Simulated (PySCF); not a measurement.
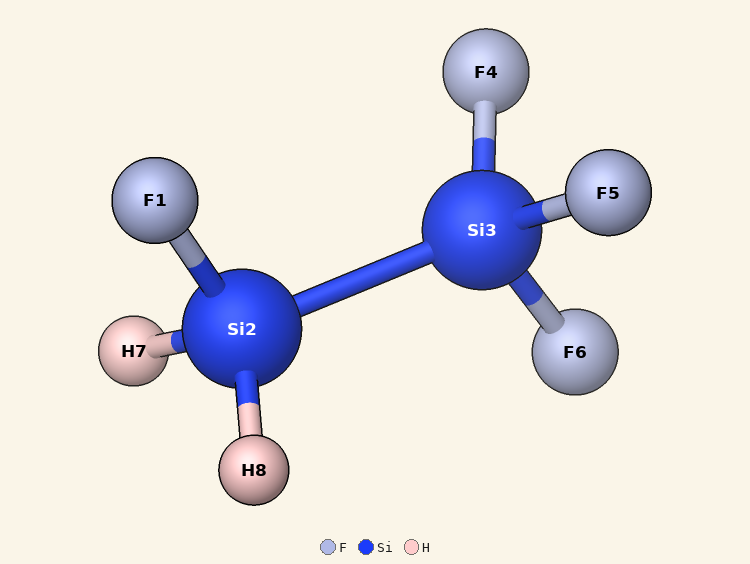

The geometry was computed by an optimisation with GFN2-xTB. No frequency run is at hand to confirm it as a minimum. Level of theory: delta-SCF UKS SCAN, pcX-2 on the ionised atom, pcseg-1 elsewhere, spin-free X2C (PySCF 2.14.0).

Give the core-electron binding energies (to vacuum; p and d levels without spin–orbit splitting) of F1 1s, Si2 1s, Si2 2p, Si3 1s, Si3 2p, F4 1s.

```json
{"atom": "F1", "level": "1s", "binding energy (eV)": "693.1"}
{"atom": "Si2", "level": "1s", "binding energy (eV)": "1848.8"}
{"atom": "Si2", "level": "2p", "binding energy (eV)": "109.2"}
{"atom": "Si3", "level": "1s", "binding energy (eV)": "1850.3"}
{"atom": "Si3", "level": "2p", "binding energy (eV)": "110.2"}
{"atom": "F4", "level": "1s", "binding energy (eV)": "693.3"}
```

The geometry is semi-empirical. Around Si such bond lengths and angles can be off by a tenth of an ångström or more and by several degrees, and values that hang on the shape move with them.
